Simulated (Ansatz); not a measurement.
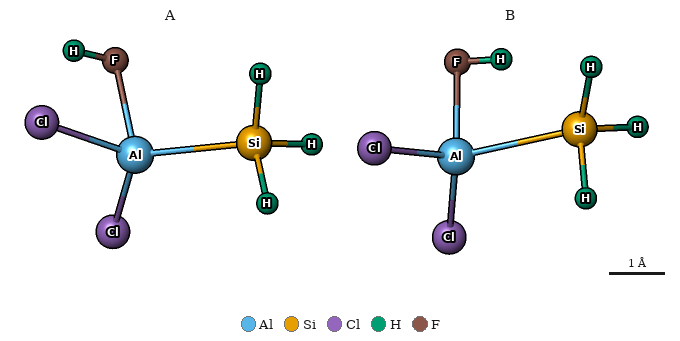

Two geometries of AlSiH₄Cl₂F (started from a transition state, displaced along its imaginary mode), drawn at one scale. One is the start of a relaxation, the other its converged end. The picture is a ball-and-stick view, seen at a tilt.

All numbers below come from RKS PBE0-D4/def2-TZVP (Ansatz). Settings: force threshold 0.005 eV/Å; at most 200 steps.

Question: Which of the two is the end point?

Answer: Structure A is the relaxed one. Over 29 accepted moves (33 points after the start) the energy falls by 0.553 eV. The largest force component goes from 3.9 to 0.0026 eV/Å. The line search rejected the trial steps at points 11, 13, 19, 26 of the run. An H atom moves most after the best rigid fit: 1.63 Å. Largest moves by element: H 1.63 Å, Cl 0.63 Å, Si 0.40 Å, Al 0.37 Å, F 0.11 Å. Near-neighbour distances that change, for instance: F–H 0.882 → 0.954 Å, Al–Cl 2.106 → 2.165 Å, Al–Si 2.464 → 2.428 Å, Al–F 2.002 → 2.036 Å. Bond angles that change, for instance: Cl–Al–F 106.6° → 83.0°, Si–Al–F 87.7° → 106.5°, Al–Si–H 93.4° → 110.1°. Groups turn about Al–F by about 125°. The run took 76 s on 8 threads of Arm Neoverse V1, on a shared host.
